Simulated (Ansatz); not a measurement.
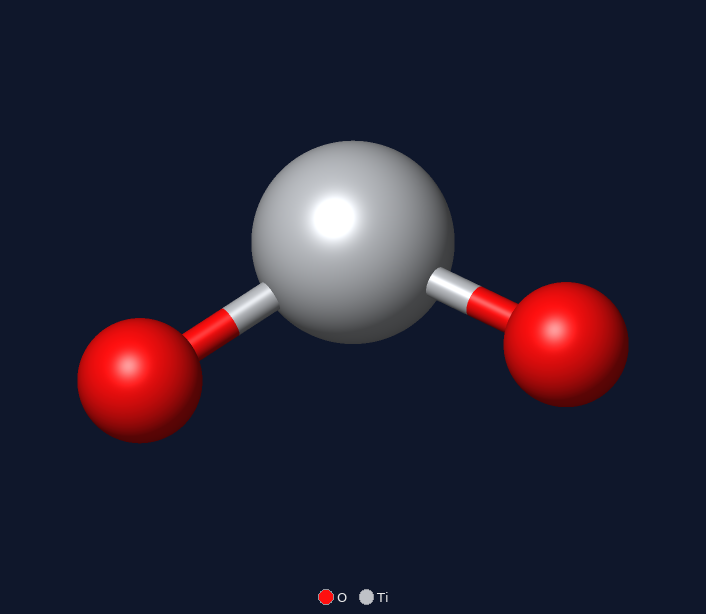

A molecule with one transition-metal atom. Charge 0, singlet. The geometry was computed by an optimisation with PBE0-D4/def2-TZVP.

### What is the coordination number of the metal, and which atoms bind to it?

Ti binds 2 atoms: 2 O at 1.63 Å. The arrangement is bent.

### Give the formal oxidation state and the d-electron count.

Ti(IV), d⁰, counting the ligands as closed-shell ions or neutral donors.
